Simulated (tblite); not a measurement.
# Molecular dynamics, with input and output: C4H5O4S (charge −1)

System: C4H5O4S, charge −1, SMILES C=CC(=O)CS(=O)(=O)[O-].
Method: GFN2-xTB Langevin dynamics, gas phase (tblite 0.8.0).

It belongs to a series of runs on one base structure; here: H on C replaced by SO3-.

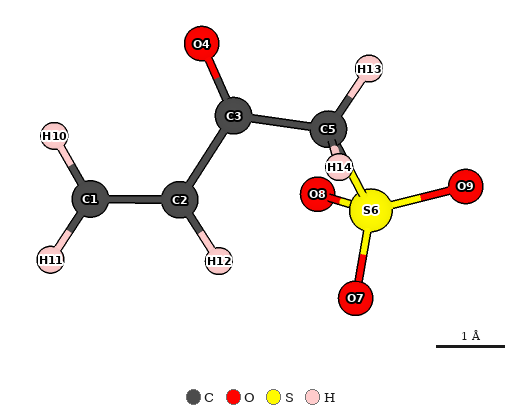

Fig. 1: The structure as given in the input (ball-and-stick view, seen at a tilt; atoms are numbered from 1 in the order of the input). Bond lengths as drawn: C–C 1.33 to 1.48 Å, C–H 1.08 Å, C–O 1.22 Å, C–S 1.89 Å and O–S 1.45 to 1.46 Å.

Summary:

| quantity | value |
| --- | --- |
| outcome | finished |
| mean temperature over the second half | 193 K |
| trajectory | 41 frames kept, 1000 fs |
| hardware | 1 CPU thread, shared host |
| wall time | 12 s |
| peak memory | 0.18 GiB |

The input:
```
{"job": {"kind": "md", "xc": "GFN2-xTB", "basis": "xTB", "temperature": 200, "steps": 2000, "every": 50}, "charge": -1, "multiplicity": 1}
C      2.416846    -0.529972     0.150525
C      1.145703    -0.324139    -0.163303
C      0.373544     0.812752     0.391671
O      0.754134     1.457111     1.357562
C     -0.899506     1.036455    -0.297755
S     -1.852694    -0.566356    -0.017261
O     -1.493107    -1.372022    -1.180482
O     -1.386407    -1.105838     1.245930
O     -3.240141    -0.127212    -0.016225
H      2.931630     0.148337     0.814229
H      2.983474    -1.364460    -0.230857
H      0.584100    -0.981153    -0.810858
H     -1.486418     1.850407     0.112070
H     -0.831837     1.065619    -1.377413
```

The first line tells a small driver script what to run in tblite; the rest is the geometry in Å.

Run as:
```bash
OMP_NUM_THREADS=1 python <driver script> task.json out
```

Output:
```
t/fs     T/K      E/eV
    0.0   154.9   -839.28141
   25.0    93.8   -839.06473
   50.0   137.6   -839.05186
   75.0   158.5   -839.05363
  100.0   130.9   -839.00582
  125.0   154.7   -838.99861
  150.0   151.6   -839.04709
  175.0   180.1   -839.06743
  200.0   195.2   -839.02230
  225.0   145.0   -838.93832
  250.0   237.3   -839.10784
  275.0   153.5   -839.04044
  300.0   140.4   -839.11076
  325.0   109.8   -839.06533
  350.0   145.0   -839.01415
  375.0   148.9   -839.04371
  400.0   156.2   -839.07649
  425.0   180.6   -839.05699
  450.0   168.0   -839.08026
  475.0   173.6   -839.05386
  500.0   144.0   -839.02438
  525.0   131.3   -838.98051
  550.0   190.0   -839.01776
  575.0   221.5   -839.01346
  600.0   167.7   -838.96696
  625.0   187.7   -838.97104
  650.0   199.0   -838.98105
  675.0   140.0   -838.85749
  700.0   218.3   -838.91933
  725.0   150.2   -838.81561
  750.0   233.3   -839.03200
  775.0   152.9   -838.89626
  800.0   223.0   -838.97016
  825.0   191.9   -838.97460
  850.0   232.7   -838.92701
  875.0   232.0   -838.91127
  900.0   218.9   -838.95115
  925.0   277.2   -839.04209
  950.0   163.0   -838.80811
  975.0   217.5   -838.94051
 1000.0   161.3   -838.83203
```

Trajectory as extended XYZ (Å, eV, eV/Å), 7 of the 41 frames kept, from step=0 to step=40:
```
14
Properties=species:S:1:pos:R:3:forces:R:3 step=0 time_fs=0.0 energy=-839.28141 temperature=154.9
C     2.4168   -0.5300    0.1505    0.0037   0.0021  -0.0052
C     1.1457   -0.3241   -0.1633   -0.0026  -0.0067   0.0054
C     0.3735    0.8128    0.3917    0.0014  -0.0009   0.0023
O     0.7541    1.4571    1.3576    0.0014   0.0075   0.0008
C    -0.8995    1.0365   -0.2978   -0.0009  -0.0002   0.0018
S    -1.8527   -0.5664   -0.0173    0.0008   0.0031  -0.0005
O    -1.4931   -1.3720   -1.1805    0.0031  -0.0001   0.0009
O    -1.3864   -1.1058    1.2459    0.0007  -0.0016  -0.0019
O    -3.2401   -0.1272   -0.0162    0.0001   0.0002   0.0024
H     2.9316    0.1483    0.8142   -0.0042  -0.0029   0.0059
H     2.9835   -1.3645   -0.2309    0.0029  -0.0005  -0.0028
H     0.5841   -0.9812   -0.8109   -0.0020  -0.0015  -0.0025
H    -1.4864    1.8504    0.1121   -0.0002  -0.0021  -0.0049
H    -0.8318    1.0656   -1.3774   -0.0042   0.0036  -0.0016
14
Properties=species:S:1:pos:R:3:forces:R:3 step=7 time_fs=175.0 energy=-839.06743 temperature=180.1
C     2.2675   -0.6808    0.1568   -0.6633   0.4218  -0.2283
C     1.0208   -0.3493   -0.1598   -0.3011   0.1837  -0.0030
C     0.3127    0.8738    0.3356   -0.6871  -1.7747  -0.6439
O     0.7936    1.6448    1.1116    1.0730   1.4993   1.3814
C    -1.0748    0.9082   -0.1124   -0.0718  -1.3895  -0.7705
S    -2.0042   -0.7599    0.1993   -0.9981   0.5804  -0.2906
O    -1.5538   -1.6829   -0.8570   -0.2375   0.5837   0.4201
O    -1.6786   -1.1865    1.5463    0.1808   0.0042  -0.0502
O    -3.4141   -0.3013    0.0526    1.4177  -0.4935  -0.0348
H     2.8552   -0.0057    0.7480    0.2687  -0.0085   0.1146
H     2.6833   -1.5927   -0.2108    0.3362  -0.2521   0.0723
H     0.3574   -0.9952   -0.7155    0.1886  -0.1560  -0.0987
H    -1.7316    1.6220    0.3116   -0.2723   0.6930   0.3446
H    -1.1155    0.8707   -1.1908   -0.2338   0.1080  -0.2132
14
Properties=species:S:1:pos:R:3:forces:R:3 step=13 time_fs=325.0 energy=-839.06533 temperature=109.8
C     2.2787   -0.9200    0.1379    0.1903  -1.0505  -0.4303
C     1.0532   -0.6333   -0.2482   -1.1454   0.0980  -0.9857
C     0.2859    0.5471    0.2217   -0.7348   0.0627   1.3396
O     0.6185    1.1654    1.2388    0.0184  -0.0902  -0.8203
C    -1.0149    0.7491   -0.4332   -0.1166  -0.6685   0.4984
S    -1.9852   -0.8590    0.1100    0.2722   0.9584   0.3005
O    -1.8387   -1.6689   -1.0802   -0.2124  -0.2529  -0.5291
O    -1.2970   -1.3944    1.2537    0.3251  -0.2481   0.5329
O    -3.3316   -0.3871    0.4108    0.1740  -0.0130  -0.3903
H     2.7703   -0.4430    0.9448    0.2902   0.6356   0.3003
H     2.8003   -1.7644   -0.3115   -0.0796   0.1149   0.2557
H     0.4968   -1.2539   -0.9770    0.5200   0.4718   0.3784
H    -1.6235    1.6044   -0.1554    0.3217  -0.0711   0.2060
H    -1.0688    0.5389   -1.4743    0.1769   0.0528  -0.6562
14
Properties=species:S:1:pos:R:3:forces:R:3 step=20 time_fs=500.0 energy=-839.02438 temperature=144.0
C     2.3448   -1.0285    0.0299   -0.0762   0.4164  -0.2052
C     1.0686   -0.7016   -0.1703    0.9428   0.3937   0.0226
C     0.4941    0.5083    0.4049   -1.8013  -0.1720  -0.1896
O     1.0737    1.2459    1.1548    1.0637   1.0860   1.0703
C    -0.9470    0.6832    0.0749    0.6931   0.0738  -0.6982
S    -1.8403   -0.8872    0.4281    0.2938   0.7354   1.2926
O    -1.6235   -1.7157   -0.7314   -0.3859  -0.4088  -0.8683
O    -1.2068   -1.4250    1.6192   -0.2966  -0.1701   0.2212
O    -3.1684   -0.3131    0.6123   -0.2697  -0.7077  -0.1019
H     3.0196   -0.4100    0.6305   -0.4841  -0.2589  -0.1438
H     2.7925   -1.8562   -0.4815    0.1143  -0.3456   0.0568
H     0.3664   -1.1976   -0.7858   -0.1697  -0.8478  -0.3975
H    -1.4895    1.4851    0.5411    0.1753   0.2021   0.5436
H    -1.1758    0.7233   -0.9719    0.2006   0.0033  -0.6025
14
Properties=species:S:1:pos:R:3:forces:R:3 step=27 time_fs=675.0 energy=-838.85749 temperature=140.0
C     2.3056   -1.0457    0.0800    0.4599  -0.7637   0.9895
C     1.0849   -0.6381   -0.2266    0.3746   1.1705   1.3466
C     0.5028    0.5432    0.4914   -1.4666   0.7892  -0.4386
O     1.0152    1.1643    1.4141   -0.0954  -0.6879  -0.7150
C    -0.8924    0.9089   -0.0579    0.4992  -0.2835   1.4113
S    -1.8390   -0.6432    0.4264    1.7934  -0.2455  -0.2937
O    -1.7499   -1.3973   -0.8239   -0.6029  -0.1882   0.0485
O    -1.0011   -1.2048    1.4793   -0.1537  -0.2236   0.2152
O    -3.1506   -0.2436    0.8656   -0.6305   0.1815  -0.1169
H     2.8204   -0.5293    0.9181   -0.1272  -0.3723  -0.9346
H     2.7177   -2.0182   -0.2575   -0.1627   0.9779   0.0892
H     0.4119   -1.1386   -0.8503   -0.6457  -0.5108  -0.8754
H    -1.4359    1.6764    0.5737    0.9244  -0.5066  -1.3746
H    -0.9441    0.8532   -1.1508   -0.1667   0.6630   0.6486
14
Properties=species:S:1:pos:R:3:forces:R:3 step=33 time_fs=825.0 energy=-838.97460 temperature=191.9
C     2.3414   -1.1436    0.2787   -0.6377  -0.1755   0.3514
C     1.1067   -0.7873   -0.0738    0.7996   0.1482   0.4147
C     0.5769    0.4459    0.5552    0.6722   0.2066   0.2371
O     1.2214    1.0740    1.4000   -0.3827  -0.4563  -0.4834
C    -0.7644    0.8574    0.1381    0.5805  -1.1541   0.0556
S    -1.7531   -0.6900    0.6556    2.1065  -0.3662  -0.6878
O    -1.7907   -1.4794   -0.5634   -0.1816  -0.1360  -0.3960
O    -0.8910   -1.3146    1.6669   -0.7515   0.4625   0.0338
O    -3.0267   -0.1739    1.0450   -1.0237   0.3368   0.7692
H     2.7641   -0.4752    1.0006    0.6309   0.0459   0.1800
H     2.8266   -2.0886    0.0976   -0.0202   0.1679  -0.3355
H     0.4794   -1.3465   -0.7177   -0.5095  -0.2066  -0.3569
H    -1.0104    1.6520    0.7779   -0.9094   1.1470   0.3669
H    -0.8317    1.0235   -0.9218   -0.3733  -0.0202  -0.1492
14
Properties=species:S:1:pos:R:3:forces:R:3 step=40 time_fs=1000.0 energy=-838.83203 temperature=161.3
C     2.5796   -0.9792    0.2654    0.3545  -0.9565   1.2744
C     1.3731   -0.5984   -0.1195   -0.3873  -0.7614   0.3016
C     0.6053    0.3994    0.6569   -0.6974   0.8276  -1.1398
O     1.0737    1.0483    1.5603    0.8624   0.2341   1.1368
C    -0.7382    0.6557    0.1482   -0.2791  -0.1793  -1.5416
S    -1.8253   -0.7429    0.7237   -0.4910  -0.5438  -1.2512
O    -1.8429   -1.5991   -0.4939   -0.3016   0.7290   1.0155
O    -1.1989   -1.3690    1.8456    0.8108  -0.5825   0.8635
O    -3.0717   -0.0849    1.0921   -0.1217  -0.0564  -0.5222
H     3.0531   -0.6378    1.2012   -0.2880   0.2433  -0.8341
H     2.9834   -1.9096   -0.1118    0.3799   0.3288  -0.3330
H     0.8914   -1.1902   -0.9030   -0.1011   0.6496   0.1847
H    -1.2658    1.5788    0.3937    0.4460  -0.2631   0.2589
H    -0.7695    0.4473   -0.9391   -0.1864   0.3305   0.5865
```

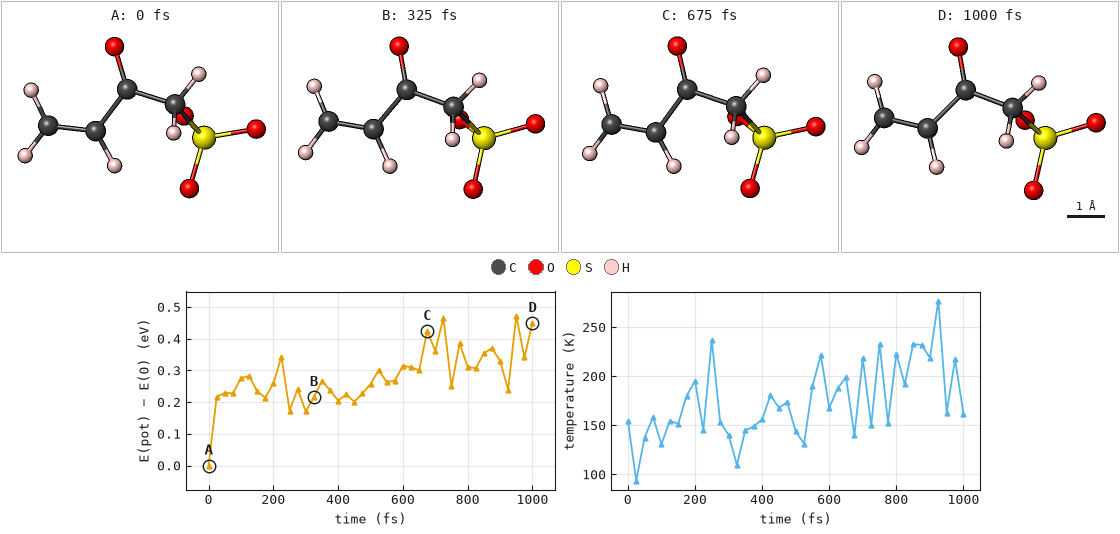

Fig. 2: Frames of the molecular dynamics (ball-and-stick, seen at a tilt) above the curves, on which the letters mark them. The trajectory kept here has 41 frames over 1000 fs. The temperature starts at 155 K, ranges from 94 to 277 K and averages 193 K over the second half. The potential energy ends 0.449 eV above its first value. After an unweighted best fit of the last frame on the first, the root-mean-square displacement is 0.27 Å, and H12 has moved furthest (0.61 Å).
